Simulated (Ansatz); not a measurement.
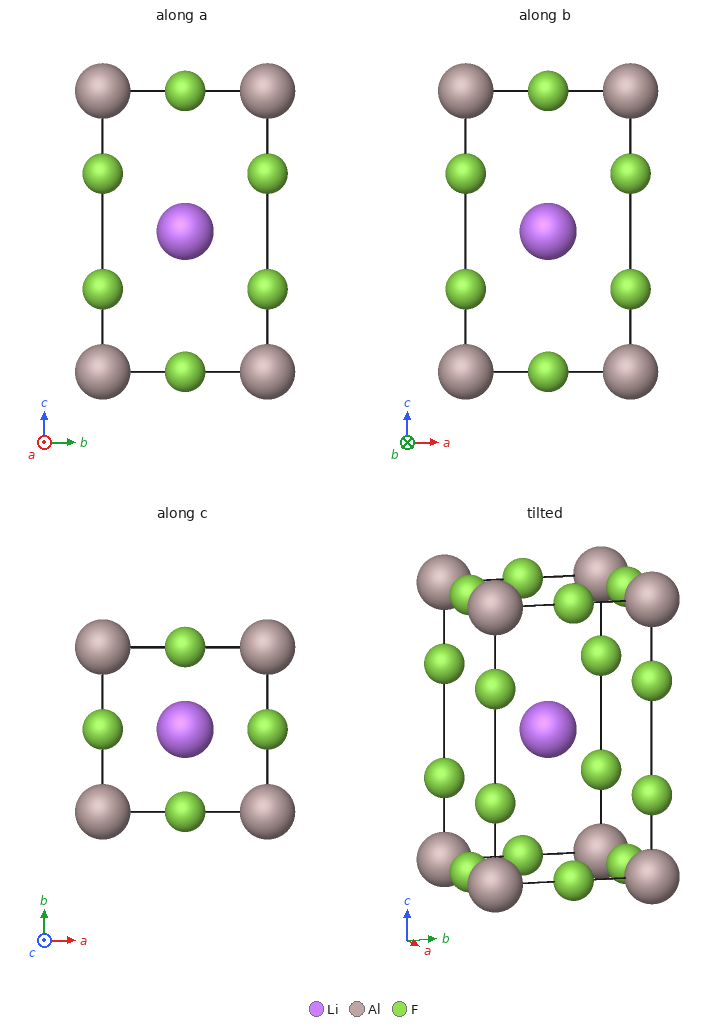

Shown here is a spheres-only view of the crystal, taken along the a axis, along the b axis, along the c axis and slightly off an axis. The parallelepiped is the conventional unit cell.

Lattice parameters: a = 3.600 Å, b = 3.600 Å, c = 6.137 Å, α = 90.00°, β = 90.00°, γ = 90.00°.

Transcribe the picture into a table of Wyckoff sites, with free fractional coordinates to two decimals.

Answer. Space group P4/mmm (No. 123).
```csv
atom,site,x,y,z
Li,1d,0.50,0.50,0.50
Al,1a,0.00,0.00,0.00
F,2f,0.50,0.00,0.00
F,2g,0.00,0.00,0.29
```

The model was built from a structure type filled with these elements by a generator (whether the compound takes this form wasn't checked). Earlier steps of the study may have refined or changed the cell and positions. A calculation with Ansatz used it as input.
